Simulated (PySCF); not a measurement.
System: C4H9FOSi3 (SMILES C=C[Si]1(C(=C)F)[SiH2]O[SiH2]1).

```xyz
18

C    -1.3729   -2.3268   -0.2553
C    -1.4656   -1.0078   -0.3471
Si   -0.0137    0.1530   -0.0051
C    -0.5817    1.9272   -0.3942
C    -1.7170    2.3740   -0.9035
F     0.3793    2.8453   -0.0813
Si    2.1656   -0.4485   -0.6975
O     2.5012   -0.5288    0.9269
Si    1.2663   -0.1257    1.9635
H    -2.2078   -2.9856   -0.4392
H    -0.4448   -2.8072    0.0102
H    -2.4221   -0.5786   -0.6164
H    -1.9008    3.4224   -1.0718
H    -2.4973    1.6872   -1.1690
H     2.4003   -1.7915   -1.2263
H     3.1127    0.5035   -1.2699
H     1.0426   -1.3025    2.8024
H     1.7469    0.9969    2.7622
```

Geometry: GFN2-xTB.

All numbers below come from PBE0/pcSseg-1, SCF density, gas phase, non-relativistic in PySCF 2.14.0.

What can the converged electron density and electron localisation function tell about the bonding?

Answer. C–C (1.32 Å): ρ at the midpoint is about 2.4 e/Å³; the ELF peaks at about 0.95 between the atoms; a short, multiple covalent bond.
C–F (1.37 Å): ρ at the midpoint is about 2.1 e/Å³, with its minimum of 1.7 e/Å³ about 0.5 Å from C; the ELF peaks at about 0.85 between the atoms (a polar covalent bond).
C–Si (1.89 Å): ρ is about 0.91 e/Å³ halfway; the ELF peaks at about 0.95 between the atoms: a covalent bond.
C–H (1.07 Å): ρ is about 2 e/Å³ halfway; the ELF climbs to about 1 towards the hydrogen, as it does in any bond to H: an ordinary covalent bond to hydrogen.

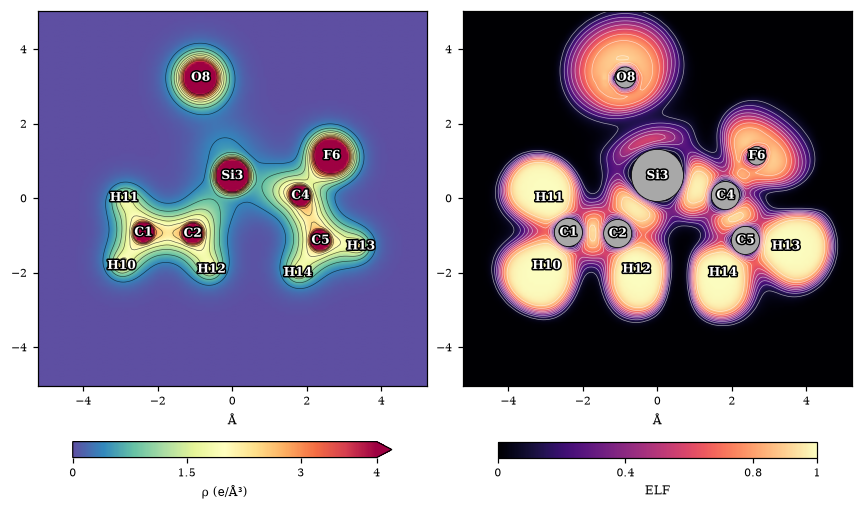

Computed electron density and electron localisation function on the plane of atoms C2, Si3 and C4, in this order. Grey discs cover the atomic cores in the ELF map. 
